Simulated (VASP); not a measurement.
Band structure of SiO$_{2}$ (space group P3_121). All values below come from PBEsol GGA, VASP's PBE PAW potentials (set 64) (plane waves; VASP).

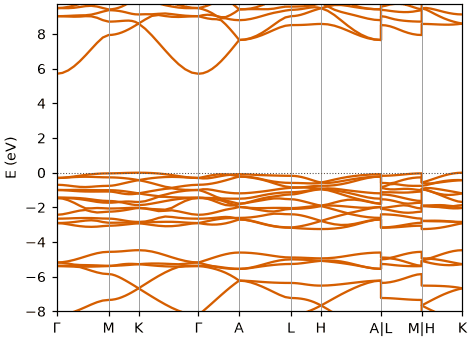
Figure. Bands along high-symmetry lines, zero at the valence-band maximum or, without a gap, the Fermi level

Problem. Read the plot: is there a gap, and where are the band edges?

Solution. The gap is indirect, 5.71 eV, from the valence maximum at K to the conduction minimum at Γ. (Edges off the drawn lines would not show.)

The structure comes from a computed database's SiO2 entry (P3_121); how it stands against other phases isn't given here. It was relaxed first.
